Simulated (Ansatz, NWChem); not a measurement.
# A ladder of methods for AlH3S (SMILES [AlH2][SH])

AlH3S: 5 atoms, total charge 0, spin state singlet. As SMILES, `[AlH2][SH]`. Geometry: relaxed at PBE0-D4/def2-TZVP.

Each level gives the vertical ionisation energy (to the doublet cation) (eV). The values are calculated.

```tsv
level	kind	program	value (eV)	less CCSD(T)/pcseg-2	CPU time (all runs)
BLYP-D4/6-311++G(3df,3pd)	GGA	Ansatz	9.97	-0.08	14 s
r2SCAN/6-311++G(3df,3pd)	meta-GGA	NWChem	10.25	+0.20	4.7 min
r2SCAN/6-311++G(2d,2p)	meta-GGA	NWChem	10.25	+0.20	2.1 min
PBE0/def2-SVP	global hybrid	NWChem	10.26	+0.21	11 s
PBE0/def2-TZVP	global hybrid	NWChem	10.22	+0.17	30 s
PBE0/def2-TZVPP	global hybrid	NWChem	10.22	+0.17	53 s
CCSD(T)/pcseg-0	coupled cluster or CI	Ansatz	9.92	-0.13	0.43 s
CCSDT/pcseg-0	coupled cluster or CI	Ansatz	9.92	-0.13	20 s
CCSD(T)/pcseg-1	coupled cluster or CI	Ansatz	9.89	-0.16	2.3 s
CCSD(T)/pcseg-2	coupled cluster or CI	Ansatz	10.05	0.00	16 s
```

CCSD(T)/pcseg-2 is the highest level here, not the true value. The values span 9.89 to 10.26 eV. Times are those of the runs behind each value, whatever else they computed, on shared processors of several kinds: orders of magnitude only.

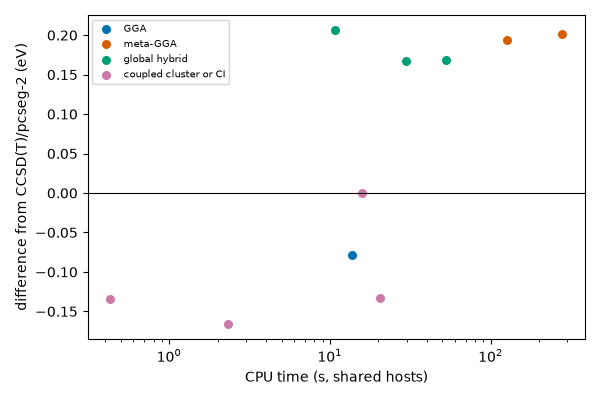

Difference from CCSD(T)/pcseg-2 against processor time, one point a level.
